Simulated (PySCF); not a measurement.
## A study: C4H5P, SMILES `c1cc[pH]c1`

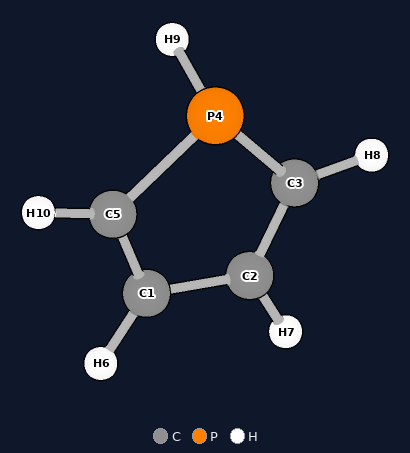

The molecule, with its atoms numbered as below. No frequency check shows the geometry to be a minimum.

Cartesian coordinates (Å):

```
C1      -1.2802   -0.7192   -0.0014
C2      -1.2803    0.7191   -0.0014
C3      -0.0501    1.2648    0.0299
P4       1.2285    0.0000   -0.1086
C5      -0.0500   -1.2647    0.0299
H6      -2.1979   -1.2863   -0.0019
H7      -2.1980    1.2861   -0.0019
H8       0.1652    2.3196    0.0270
H9       1.6012    0.0001    1.2365
H10      0.1655   -2.3196    0.0270
```

### 1. Removing or adding an electron

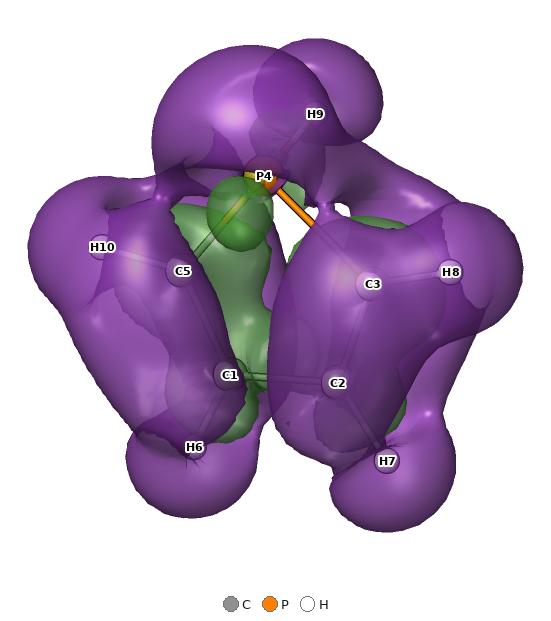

Fukui function f⁻ = ρ(N) − ρ(N−1) at fixed geometry, surfaces at ±0.01 e/Å³ (purple positive, green negative).

Method: LDA (SVWN)/def2-SVPD; geometry: GFN2-xTB; program: PySCF.

**Which atoms respond most to the removal of an electron?**

f⁻ (Hirshfeld-condensed) is largest on P4 (0.17), C3 and C5 (0.16 each) and C1 and C2 (0.10 each); the vertical ionisation energy is 9.10 eV (the stability of the cation's solution wasn't checked). Condensed values hint at sites of electrophilic attack but needn't mark the atom that reacts. Shares this close don't rank the sites. Orbital relaxation makes it negative in places (0.19 e in all).

| atom | f⁻ | charge |
| --- | --- | --- |
| C1 | +0.10 | −0.06 |
| C2 | +0.10 | −0.06 |
| C3 | +0.16 | −0.10 |
| P4 | +0.17 | +0.12 |
| C5 | +0.16 | −0.10 |
| H6 | +0.06 | +0.05 |
| H7 | +0.06 | +0.05 |
| H8 | +0.07 | +0.05 |
| H9 | +0.06 | +0.01 |
| H10 | +0.07 | +0.05 |

### 2. Magnetic shielding

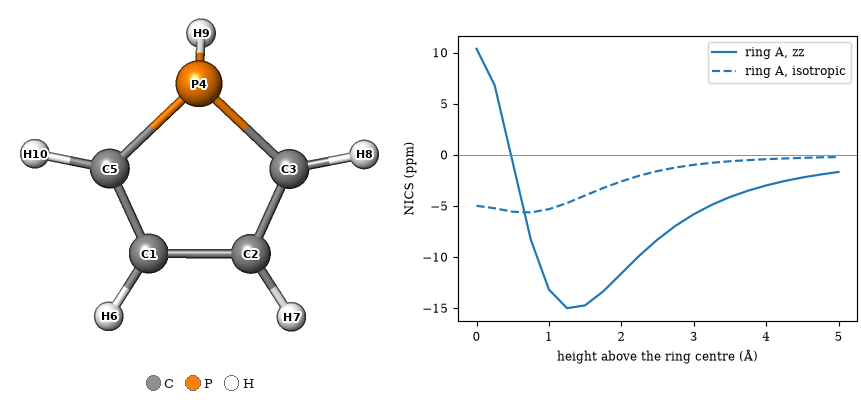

GIAO NICS scans along the ring normals; ring A: 5-membered ring C1/C2/C3/P4/C5.

PySCF calculation, B3LYP/6-31G*, gas phase; geometry: GFN2-xTB.

**What does each scan say about the ring current?**

Ring A is moderately diatropic (aromatic): NICSzz reaches −15.0 ppm at 1.25 Å; NICS(0) = −5.0, NICS(1) = −5.3 and −5.0, NICS(1)zz = −13.2 and −11.1 (two faces) ppm.

### 3. Stretching a bond

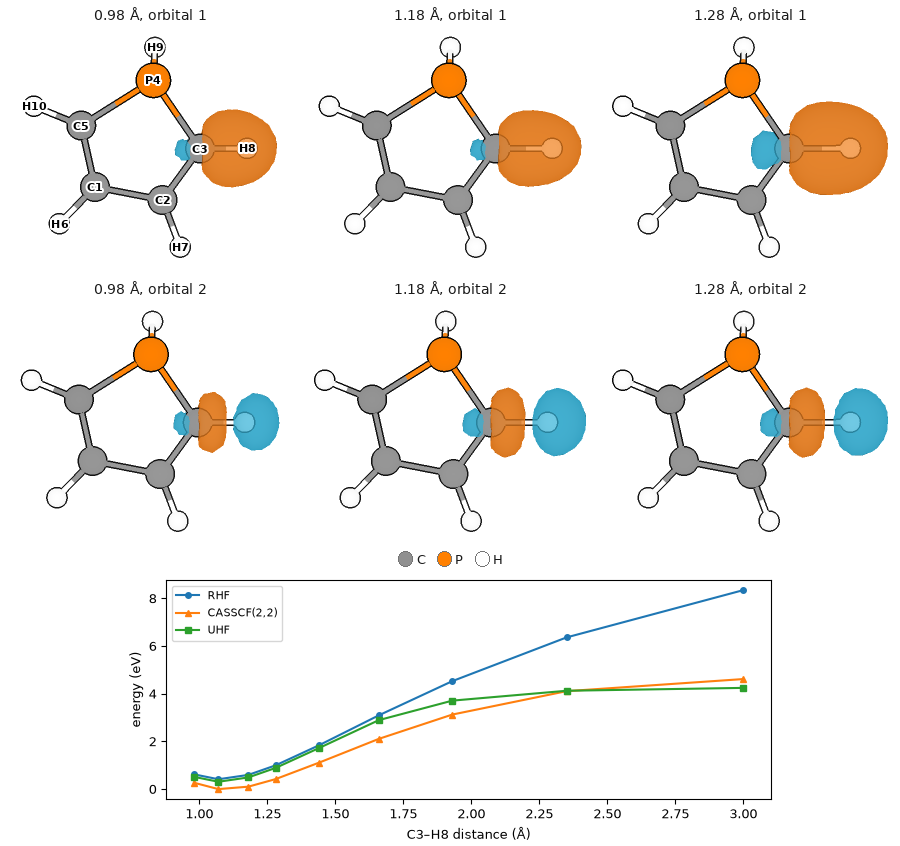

Rigid stretch of the C3–H8 bond. The two CASSCF(2,2) natural orbitals nearest half filling (orbital 1 the more occupied). Below: energies along the scan, from the lowest point of the three curves.

PySCF calculation, 6-31G* basis, gas phase; geometry: GFN2-xTB.

**How do the occupations change along the stretch?**

0.98 Å: 1.99 and 0.01; 1.18 Å: 1.98 and 0.02; 1.28 Å: 1.97 and 0.03. At the longest distance computed (3.00 Å) they are 1.27 and 0.73, and the effective number of unpaired electrons is 1.7.

UHF's ⟨S²⟩ passes 1 along the scan (up to 1.57), so it also polarises electrons outside the stretched bond; its energy lowering isn't due to that bond alone.

UHF already breaks spin symmetry near equilibrium here (⟨S²⟩ = 0.43 at 1.07 Å), for reasons apart from this bond.

**How much energy does the stretch cost?**

By CASSCF, 4.6 eV from the lowest point of the scan (1.07 Å) to 3.00 Å; RHF gives 7.9 eV from its own lowest point. The fragments aren't relaxed and dynamic correlation is missing, so this isn't a bond dissociation energy.
